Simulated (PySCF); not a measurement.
```yaml
atoms:
  - { symbol: C, position_ang: [-2.8564, 0.4813, 0.3035] }
  - { symbol: O, position_ang: [-1.9572, -0.5042, -0.1497] }
  - { symbol: C, position_ang: [-0.6311, -0.2452, -0.1226] }
  - { symbol: C, position_ang: [-0.0614, 0.9550, 0.3293] }
  - { symbol: C, position_ang: [1.2917, 1.0643, 0.2947] }
  - { symbol: C, position_ang: [2.1605, 0.0980, -0.1446] }
  - { symbol: C, position_ang: [3.5605, 0.2667, -0.1575] }
  - { symbol: N, position_ang: [4.6998, 0.3965, -0.1717] }
  - { symbol: C, position_ang: [1.5797, -1.1032, -0.5959] }
  - { symbol: C, position_ang: [0.2155, -1.2611, -0.5823] }
  - { symbol: H, position_ang: [-3.8493, 0.0509, 0.1845] }
  - { symbol: H, position_ang: [-2.6903, 0.7203, 1.3588] }
  - { symbol: H, position_ang: [-2.7844, 1.3949, -0.2950] }
  - { symbol: H, position_ang: [-0.6748, 1.7646, 0.6919] }
  - { symbol: H, position_ang: [2.2263, -1.8927, -0.9497] }
  - { symbol: H, position_ang: [-0.2368, -2.1774, -0.9279] }
```

Geometry: GFN2-xTB.

Level of theory: PySCF, UKS B3LYP, pcH-1 on C H N O, non-relativistic, mean-field spin-orbit, GIAO.

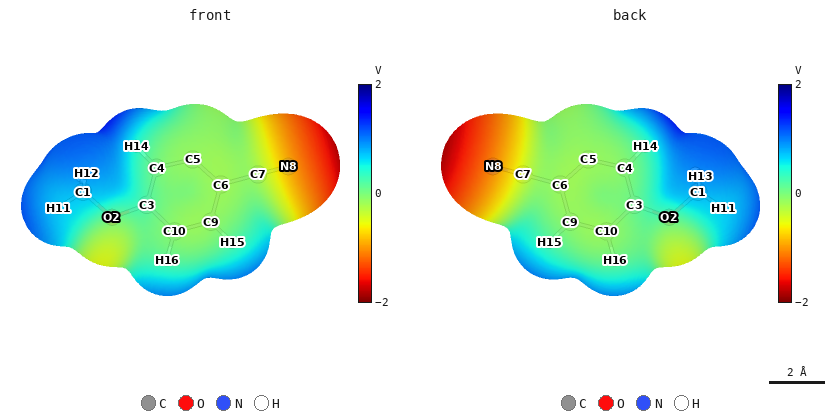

C8H6NO (doublet). The molecular electrostatic potential painted on the density surface at 0.001 e/bohr³, seen from the front and from behind; the colour scale runs from red (negative) to blue (positive).

Which sites attract a positive test charge, and which a negative one?

Answer. A positive charge is drawn to the negative regions and a negative charge to the positive ones. The most negative region (about −1.8 V) lies over N8, the most positive (about +1.3 V) over H14. N8 is the likeliest acceptor of a hydrogen bond.
